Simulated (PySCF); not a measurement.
# SnO (SMILES [O]=[Sn]): levels of theory compared

Aim: a comparison of 6 runs (HF/STO-3G, BHLYP/def2-TZVPPD, M06-L/def2-TZVPPD, PBE0/def2-TZVPPD, r2SCAN/def2-TZVPPD, revPBE/def2-TZVPPD) of SnO. The job is set up through a Python script.

Program for the calculation: PySCF 2.14.0.

1 further run of the same task is left out (set aside as unsound or not needed). Runs told in other sessions of the task aren't counted.

**1. The structure to begin with**

SnO has 2 atoms, charge 0, and is taken as a singlet. SMILES: `[O]=[Sn]`. The shape comes from GFN2-xTB, which is rough for such elements, and wasn't checked as a minimum.

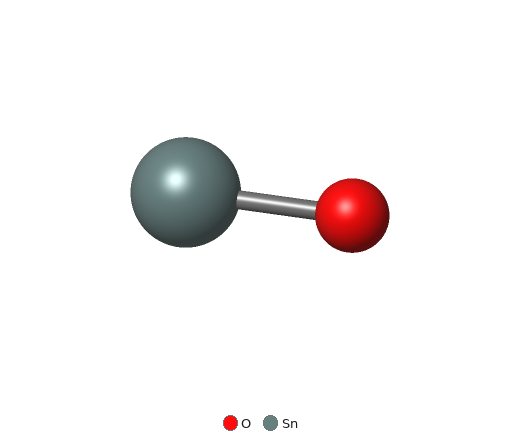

The structure, seen from a chosen angle (oxygen red, tin teal).

**2. The energy at HF/STO-3G (run 1)**

geometry.xyz reads:

```xyz
2
OSn
O      0.000000     0.000000     0.000000
Sn     0.000000     0.000000     1.803580
```

job.py reads:

```python
from pyscf import gto, scf

mol = gto.M(
    atom='geometry.xyz',
    verbose=3,
    max_memory=1860,
    basis='sto-3g',
)

mf = scf.RHF(mol)
mf.conv_tol = 1e-10
mf.kernel()
if not mf.converged:
    mf = mf.newton().run(mf.mo_coeff, mf.mo_occ)

e_tot = mf.e_tot
print('E = %.10f Eh' % e_tot)
```

On the command line:

```bash
$ OMP_NUM_THREADS=1 python job.py
```

What it wrote:

```text
converged SCF energy = -6037.04864229755
E = -6037.0486422975 Eh
```

Wall time 0.34 s (1 thread of AMD EPYC 9R45 (Zen 5), shared host); peak memory 0.13 GiB.

**3. A single-point energy at BHLYP/def2-TZVPPD (core potential) (run 2)**

input.py reads:

```python
from pyscf import gto, dft

system = gto.Mole()
system.atom = '''
O      0.000000     0.000000     0.000000
Sn     0.000000     0.000000     1.803580
'''
system.basis = 'def2-tzvppd'
system.ecp = {'Sn': 'def2-svp'}
system.verbose = 3
system.max_memory = 1860
system.build()

mf = dft.RKS(system)
mf.xc = 'bhandhlyp'
mf.conv_tol = 1e-10
mf.grids.level = 5
mf.kernel()
if not mf.converged:
    mf = mf.newton().run(mf.mo_coeff, mf.mo_occ)

energy = mf.e_tot
print('Final energy', energy)
```

On the command line:

```bash
$ OMP_NUM_THREADS=1 python input.py
```

What it wrote:

```text
converged SCF energy = -289.436510634793
Final energy -289.43651063479285
```

Run time: 3.6 s. Hardware: 1 thread of AMD EPYC 9R45 (Zen 5), shared host; peak memory 0.45 GiB.

**4. The energy at M06-L/def2-TZVPPD (core potential) (run 3)**

start.xyz reads:

```xyz
2

O      0.000000     0.000000     0.000000
Sn     0.000000     0.000000     1.803580
```

job.py reads:

```python
from pyscf import gto, dft

mol = gto.Mole()
mol.atom = 'start.xyz'
mol.max_memory = 1860
mol.verbose = 3
mol.spin = 0
mol.ecp = {'Sn': 'def2-svp'}
mol.basis = 'def2-tzvppd'
mol.build()

mf = dft.RKS(mol, xc='m06-l')
mf.conv_tol = 1e-10
mf.grids.level = 5
mf.kernel()
if not mf.converged:
    mf = mf.newton().run(mf.mo_coeff, mf.mo_occ)

energy = mf.e_tot
print('Final energy', energy)
```

On the command line:

```bash
$ OMP_NUM_THREADS=1 python job.py
```

What it wrote:

```text
converged SCF energy = -289.701243171183
Final energy -289.701243171183
```

It took 4.8 s on 1 thread of AMD EPYC 9R45 (Zen 5), shared host; peak memory 0.51 GiB.

Runs 4 to 5 aren't shown in full; the table further down has their settings and results.

**5. The energy at revPBE/def2-TZVPPD (core potential) (run 6)**

input.py reads:

```python
from pyscf import gto, dft

system = gto.M(
    atom='''
O      0.000000     0.000000     0.000000
Sn     0.000000     0.000000     3.408272
''',
    ecp={'Sn': 'def2-svp'},
    basis='def2-tzvppd',
    unit='bohr',
    max_memory=1860,
    verbose=4,
)

ks = dft.RKS(system)
ks.xc = 'revpbe'
ks.grids.level = 5
ks.conv_tol = 1e-10
ks.kernel()
if not ks.converged:
    ks = ks.newton().run(ks.mo_coeff, ks.mo_occ)

e_tot = ks.e_tot
print('E = %.10f Eh' % e_tot)
```

On the command line:

```bash
$ OMP_NUM_THREADS=1 python input.py
```

What it wrote:

```text
PySCF version 2.14.0

[INPUT] num. atoms = 2
[INPUT] num. electrons = 30
[INPUT] charge = 0
[INPUT] spin (= nelec alpha-beta = 2S) = 0
[INPUT] symmetry False subgroup None
[INPUT] Mole.unit = bohr
[INPUT] Symbol           X                Y                Z      unit          X                Y                Z       unit  Magmom
[INPUT]  1 O      0.000000000000   0.000000000000   0.000000000000 AA    0.000000000000   0.000000000000   0.000000000000 Bohr   0.0
[INPUT]  2 Sn     0.000000000000   0.000000000000   1.803579871017 AA    0.000000000000   0.000000000000   3.408272000000 Bohr   0.0

nuclear repulsion = 51.6390710600562
number of shells = 32
number of NR pGTOs = 152
number of NR cGTOs = 96
basis = def2-tzvppd
ecp = {'Sn': 'def2-svp'}

[... 61 lines left out ...]
converged SCF energy = -289.588663324854
E = -289.5886633249 Eh
```

It took 3.3 s on 1 thread of AMD EPYC 9R45 (Zen 5), shared host; peak memory 0.45 GiB.

**6. Overview of the runs**

```
run                                level  core potential  integration grid   energy (Eh)  dipole moment (D)  HOMO energy (eV)  LUMO energy (eV)  wall time
  1                            HF/STO-3G               –                 –  -6037.048642               1.82             -5.97              5.90     0.34 s
  2   BHLYP/def2-TZVPPD (core potential)        def2-svp                 5   -289.436511               4.73             -8.84             -1.64      3.6 s
  3   M06-L/def2-TZVPPD (core potential)        def2-svp                 5   -289.701243               4.00             -6.49             -2.73      4.8 s
  4    PBE0/def2-TZVPPD (core potential)        def2-svp                 5   -289.474883               4.28             -7.71             -2.30      3.6 s
  5  r2SCAN/def2-TZVPPD (core potential)        def2-svp                 5   -289.598158               3.98             -6.75             -2.86      4.8 s
  6  revPBE/def2-TZVPPD (core potential)        def2-svp                 5   -289.588663               3.86             -6.41             -2.90      3.3 s
```

**7. Results**

| quantity | value |
| --- | --- |
| run 6: total energy | -289.58866 Eh |
| run 6: dipole moment | 3.86 D |
| run 6: HOMO energy | -6.41 eV |
| run 6: LUMO energy | -2.90 eV |
| run 6: HOMO–LUMO gap | 3.51 eV |

The dipole moment (its size) runs from 1.82 D (HF/STO-3G) to 4.73 D (BHLYP/def2-TZVPPD). The two ends differ in method and basis and core potential. The HOMO–LUMO gap runs from 3.51 eV (revPBE/def2-TZVPPD) to 11.87 eV (HF/STO-3G). Totals of different functionals can't be ranked against each other. Some runs of one species differ in core potentials or relativity; totals across that change don't compare. In run 1 the basis is minimal, so the values are rough. In run 1 relativity is left out where basis or elements ask for it. All runs together took 20 s, the longest 4.8 s.
